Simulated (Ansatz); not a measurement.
Consider CaF.

Input

```
crystal:
  lattice:
    - [3.8170147939, 0.0, 0.0]
    - [0.0, 3.8170147939, 0.0]
    - [0.0, 0.0, 5.5266118844]
  atoms:
    - { symbol: Ca, position: [0.5, 0.0, 0.7677238253] }
    - { symbol: Ca, position: [0.0, 0.5, 0.2322761747] }
    - { symbol: F, position: [0.0, 0.0, 0.0] }
    - { symbol: F, position: [0.5, 0.5, 0.0] }
basis:
  ecutwfc: 420
kpoints:
  mp_grid: { grid: [12, 12, 8] }
hamiltonian:
  xc: pbe
scf:
  occupations: { method: gaussian, width: 0.1 }
output:
  forces: true
  stress: true
  eigenvalues: true
  write_density: true
  write_potential: true
  elf: true
  volumetric_format: npy
relax:
  adjacent_minimum: "off"
  f_tol: 0.01
  max_steps: 30
  cell: { stress_tol: 0.1, fix: [volume] }
```

Run with:

```sh
ansatz run input.yaml --threads 1 --pin off --max-ram 2560MiB --backend cpu --events-out ev --progress --plain --runs-dir out
```

Below, planes, directions and counts refer to the conventional cell (a = 3.82 Å, b = 3.82 Å, c = 5.53 Å, α = 90.00°, β = 90.00°, γ = 90.00°).

The fields are those of the relaxed geometry.

Space group P4/nmm; a structure generated by program, which may or may not match a known phase; changed on purpose from its base cell (volume × 0.91, shape and atoms relaxed); computed pressure about 4 GPa in this cell.

These are results of DFT PBE, scalar-relativistic, plane waves, PAW in Ansatz, not measurements.

What will maps of the valence pseudo-density and electron localisation function show?

Answer. Ca–F (2.31 Å): the density is about 0.26 e/Å³ at the midpoint; the ELF is about 0.05 at the midpoint: no shared electron pair shows on this line.
The ELF has a maximum of about 0.85 in the space between the atoms, 2.4 Å from four Ca atoms, on no atom or two-centre bond.

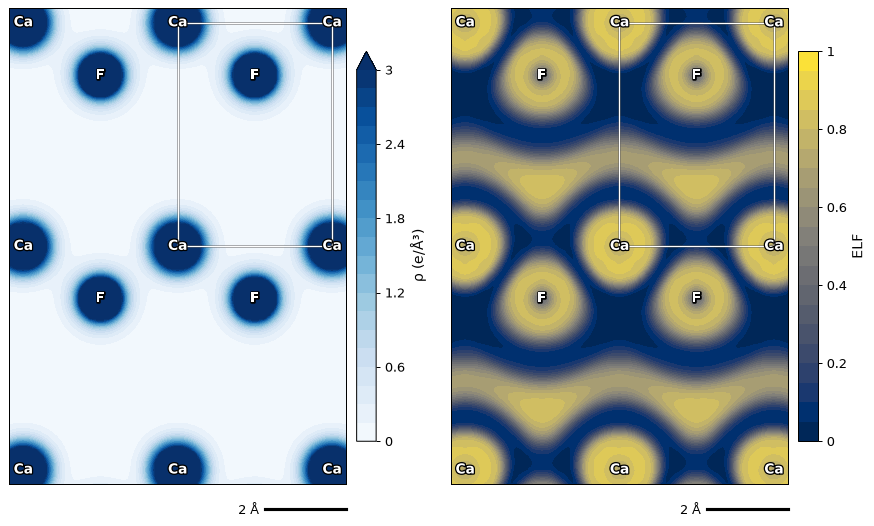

Computed valence pseudo-density and electron localisation function on the (100) plane of the conventional cell, in this order. 
